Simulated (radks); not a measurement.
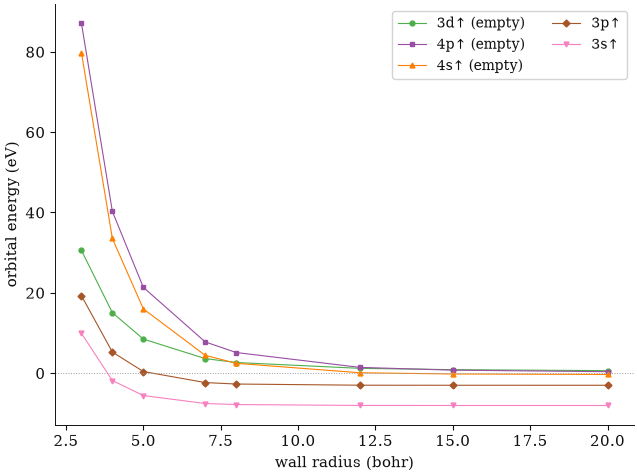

System: the neutral aluminium atom, configuration [Ne] 3s2 3p1 (high spin). It is put inside a hard spherical wall of varying radius. The calculation used the in-house radial solver radks at this level: non-relativistic Kohn-Sham, LDA (Slater exchange, Perdew-Wang correlation), spin-polarised, spherical densities, point nucleus. The plot shows the outer orbital energies (spin up).

### How do the levels move, and do any cross?

The levels rise as the wall closes in: 3p↑ goes from −3.02 eV at 20 bohr to 19.3 eV at 3 bohr and passes zero between 7 and 5 bohr. On compression 3d↑ drops below 4p↑ between 15 and 12 bohr and 3d↑ drops below 4s↑ between 8 and 7 bohr; in each crossing pair the level of higher l rises less. The fastest to rise is 4p↑ (by 86.8 eV), the slowest 3s↑ (by 18.0 eV): the wall presses hardest on the most extended orbitals.
